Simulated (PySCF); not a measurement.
# Two runs on BCl$_{4}$

System: BCl$_{4}$, charge −1, SMILES Cl[B-](Cl)(Cl)Cl.
Method of the first run: GIAO WP04/pcSseg-2 NMR shielding, non-relativistic, gas phase (PySCF 2.14.0).

The geometry comes from this level: PBE0-D3(BJ)/def2-SVP. Text and figures count atoms from 1; the logs count them from 0 in places.

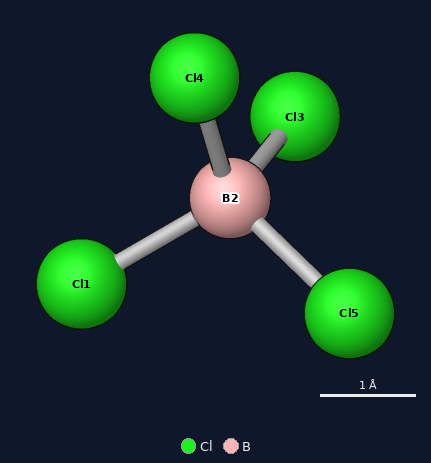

The structure as given in the input (ball-and-stick view, seen at an oblique angle; atoms are numbered from 1 in the order of the input). Bond lengths as drawn: B–Cl 1.86 Å.

**The input, the first run**
```
{"job": {"kind": "nmr", "xc": "WP04", "basis": "pcSseg-2", "pop": false}, "charge": -1, "multiplicity": 1}
Cl     1.769005    -0.625046    -0.233914
B      0.018837    -0.021277    -0.019470
Cl    -1.169786    -1.361372    -0.534368
Cl    -0.273349     0.414533     1.769129
Cl    -0.252607     1.488392    -1.077867
```

The first line tells a small driver script what to run in PySCF; the rest is the geometry in Å.

Command:
```bash
OMP_NUM_THREADS=1 python <driver script> task.json out
```

Hardware: 1 CPU thread, shared host.

**Output (the first run)**
```
coarse grid: 7584 points
cycle   1  E = -1883.3184288283  dE =  1.952e-01  |g| = 7.487e-01  |ddm| = 1.758e+00
cycle   2  E = -1883.3207115936  dE = -2.283e-03  |g| = 7.845e-01  |ddm| = 1.321e+00
cycle   3  E = -1883.4258982532  dE = -1.052e-01  |g| = 1.476e-01  |ddm| = 6.046e-01
cycle   4  E = -1883.4316426883  dE = -5.744e-03  |g| = 1.705e-02  |ddm| = 1.187e-01
cycle   5  E = -1883.4317018069  dE = -5.912e-05  |g| = 2.098e-03  |ddm| = 1.334e-02
cycle   6  E = -1883.4317028799  dE = -1.073e-06  |g| = 4.571e-04  |ddm| = 1.988e-03
final grid: 58192 points
cycle   7  E = -1883.4473457354  dE = -5.554e-05  |g| = 3.400e-03  |ddm| = 1.912e-02
cycle   8  E = -1883.4473457355  dE = -5.457e-11  |g| = 2.027e-03  |ddm| = 3.113e-03
cycle   9  E = -1883.4473462290  dE = -4.935e-07  |g| = 1.568e-03  |ddm| = 2.437e-03
cycle  10  E = -1883.4473467802  dE = -5.511e-07  |g| = 2.694e-04  |ddm| = 1.121e-03
cycle  11  E = -1883.4473467958  dE = -1.568e-08  |g| = 2.921e-05  |ddm| = 2.301e-04
cycle  12  E = -1883.4473467960  dE = -1.323e-10  |g| = 1.596e-05  |ddm| = 3.543e-05
converged SCF energy = -1883.4473467960

GIAO shielding tensors (ppm)
atom      isotropic    diamagn.    paramagn.     s11        s22        s33       span
  0 Cl     762.824    1151.409    -388.585    647.223    647.428    993.821    346.598
  1 B       72.747     181.649    -108.902     72.712     72.745     72.785      0.072
  2 Cl     762.609    1151.436    -388.827    646.983    647.093    993.752    346.769
  3 Cl     762.476    1151.485    -389.009    646.762    646.896    993.771    347.009
  4 Cl     762.502    1151.462    -388.960    646.863    647.033    993.610    346.748
```

The second run used a changed input.

**The two runs side by side**

| quantity | the first run | the second run |
| --- | --- | --- |
| outcome | converged | converged |
| total energy (hartree) | −1883.447347 | −1865.492731 |
| HOMO (eV) | −4.71 | −6.54 |
| LUMO (eV) | 3.71 | 8.20 |
| shielding of Cl1 (ppm) | 762.8 | 791.0 |
| shielding of B2 (ppm) | 72.7 | 89.0 |
| shielding of Cl3 (ppm) | 762.6 | 790.7 |
| shielding of Cl4 (ppm) | 762.5 | 790.6 |
| shielding of Cl5 (ppm) | 762.5 | 790.6 |
| SCF iterations | 12 | 13 |
| basis functions | 208 | 208 |
| wall time (shared host) | 14 s | 25 s |

What was changed in the input?

The change (lines with − go, lines with + come):
```diff
-"xc": "WP04"
+"xc": "LC-wPBE"
```

The total energies belong to different methods, so their difference says nothing on which is more stable or more accurate. The HOMO goes from −4.71 to −6.54 eV. The LUMO goes from 3.71 to 8.20 eV. Of all shieldings, the largest change is that of Cl1, by +28.2 ppm. The functional changes from WP04 to LC-wPBE. Exact exchange removes part of the self-interaction error of semilocal functionals, which pushes filled and empty levels apart. The SCF takes 13 iterations against 12.

**Output (the second run)**
```
coarse grid: 7584 points
cycle   1  E = -1865.3606768308  dE =  3.175e-01  |g| = 5.140e-01  |ddm| = 1.629e+00
cycle   2  E = -1865.3957057368  dE = -3.503e-02  |g| = 4.698e-01  |ddm| = 6.950e-01
cycle   3  E = -1865.4417269456  dE = -4.602e-02  |g| = 4.988e-02  |ddm| = 2.963e-01
cycle   4  E = -1865.4424448633  dE = -7.179e-04  |g| = 2.005e-02  |ddm| = 6.327e-02
cycle   5  E = -1865.4425583464  dE = -1.135e-04  |g| = 5.283e-03  |ddm| = 2.305e-02
cycle   6  E = -1865.4425725013  dE = -1.415e-05  |g| = 6.521e-04  |ddm| = 1.184e-02
cycle   7  E = -1865.4425729131  dE = -4.119e-07  |g| = 1.252e-04  |ddm| = 2.211e-03
final grid: 58192 points
cycle   8  E = -1865.4927285252  dE = -1.387e-04  |g| = 7.378e-03  |ddm| = 1.991e-02
cycle   9  E = -1865.4927301978  dE = -1.673e-06  |g| = 2.516e-03  |ddm| = 3.032e-03
cycle  10  E = -1865.4927309106  dE = -7.128e-07  |g| = 9.820e-04  |ddm| = 1.758e-03
cycle  11  E = -1865.4927311277  dE = -2.171e-07  |g| = 1.092e-04  |ddm| = 6.438e-04
cycle  12  E = -1865.4927311310  dE = -3.282e-09  |g| = 2.183e-05  |ddm| = 1.117e-04
cycle  13  E = -1865.4927311312  dE = -2.151e-10  |g| = 6.722e-06  |ddm| = 3.454e-05
converged SCF energy = -1865.4927311312

GIAO shielding tensors (ppm)
atom      isotropic    diamagn.    paramagn.     s11        s22        s33       span
  0 Cl     790.999    1147.287    -356.288    689.317    689.483    994.197    304.880
  1 B       89.006     182.012     -93.007     88.971     89.003     89.043      0.072
  2 Cl     790.748    1147.311    -356.564    688.996    689.128    994.119    305.122
  3 Cl     790.585    1147.356    -356.771    688.753    688.878    994.125    305.372
  4 Cl     790.628    1147.335    -356.706    688.885    689.025    993.975    305.089
```
